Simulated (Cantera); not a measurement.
A closed system holds: 1 mol Fe(CO)5, 4.2 mol H2, 0.14 mol N2, 0.017 mol O2, equilibrated at 1.33 mbar.

Equilibrium computed with Cantera from the NASA thermochemical tables; the gas is ideal and each condensed phase is pure. Candidate condensed phases: C, C6H6, C7H8, C8H18, Fe, Fe(CO)5, FeO, Fe(OH)2, Fe(OH)3, Fe2O3, Fe3O4, H2O; 140 gas species. Condensed phases not in the tables: cementite and carbon dissolved in iron. The numbers say what is thermodynamically allowed, not how fast it happens.

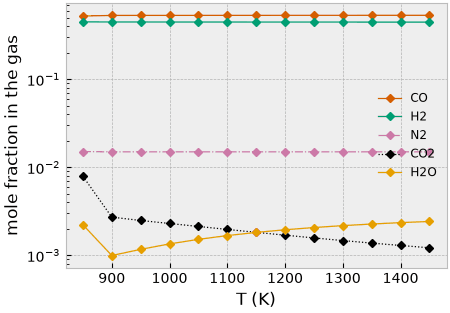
Figure. Equilibrium gas composition (values under 1e-9 drawn at 1e-9)

**Question.** Read off the mole fractions at 1400 K.

**Answer.** CO about 0.53, H2 about 0.45, N2 about 0.015, H2O about 0.0023, CO2 about 0.0013.
